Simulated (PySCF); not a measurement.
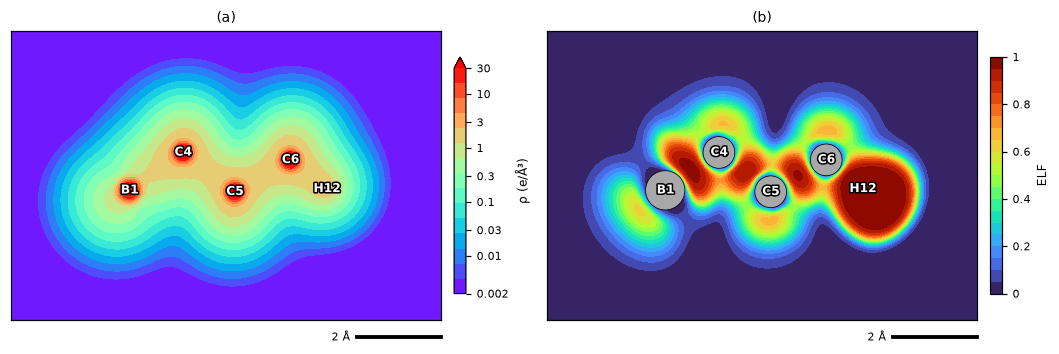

Figure. C$_{3}$H$_{9}$B (BH2(nPr)). (a) total electron density; (b) ELF on the plane of atoms B1, C4 and C5. Grey discs cover the atomic cores in the ELF map.

Geometry: PBE0-D3(BJ)/def2-SVP.

These are results of PBE0/pcSseg-1, SCF density, gas phase, non-relativistic in PySCF, not measurements.

```xyz
13

B     1.0230    1.6715    0.7393
H     2.2337    1.7171    0.7641
H     0.4194    2.7081    0.5620
C     0.2493    0.3184    0.8310
C    -0.0969   -0.1194   -0.6080
C    -0.8687   -1.4302   -0.6584
H    -0.6958    0.4328    1.3902
H     0.8357   -0.4799    1.3145
H     0.8288   -0.2217   -1.2012
H    -0.6852    0.6714   -1.1051
H    -1.8253   -1.3475   -0.1184
H    -1.0918   -1.7254   -1.6954
H    -0.2956   -2.2474   -0.1926
```

Interpret the plot.

Answer. Atoms in the plane: B, C and H. C–C (1.52 Å): ρ is about 1.6 e/Å³ halfway; the ELF peaks at about 0.95 between the atoms (a covalent bond). C–B (1.56 Å): ρ at the midpoint is about 1.4 e/Å³; the ELF peaks at about 1 between the atoms; a shared electron pair. C–H (1.10 Å): the density is about 1.9 e/Å³ at the midpoint; the ELF climbs to about 1 towards the hydrogen, as it does in any bond to H (a covalent bond by its length).
